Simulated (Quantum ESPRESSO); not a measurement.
# Voltage at the next charge: Mo(110), 5 layers against an electrode

How the rows were computed: Quantum ESPRESSO 7.5, LDA, GBRV ultrasoft; ESM with bc3, a metal electrode 5.03 Å above the top atoms; cell area 7.016 Å²; ions fixed. V is the potential energy of an electron at the electrode over the slab's Fermi level, divided by e, so that it equals the work function at zero charge; positive charge removes electrons.

| charge (e a cell) | V (V) |
| --- | --- |
| 0 | 4.851 |
| 0.0105 | 5.683 |
| 0.021 | 6.530 |

One more run was made and is withheld. What is V at a charge of 0.0421 e, and what capacitance do the rows imply?

By hand: The last two rows give dV/dq = (6.530 − 5.683)/(0.021 − 0.0105) = 80.7 V/e, so C = 1602/(7.016 × 80.7) = 2.83 µF/cm², an effective gap of 8.854/2.83 = 3.13 Å. At constant C, V = 6.530 + 80.7 × 0.0211 = 8.23 V.

**The withheld run.** V = 8.276 V; the estimate misses by −0.04 V, 2.5 % of the step. Over the three intervals C goes 2.88, 2.83 and 2.76 µF/cm²: it falls as electrons leave, the surface charge drawing back towards the atoms.

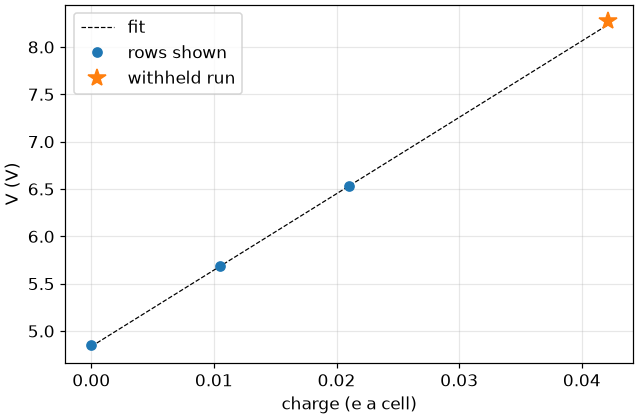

The rows shown, the fit and the withheld run.

Caveats: Vacuum fills the gap; a dielectric or electrolyte would change C. The slab is thin.
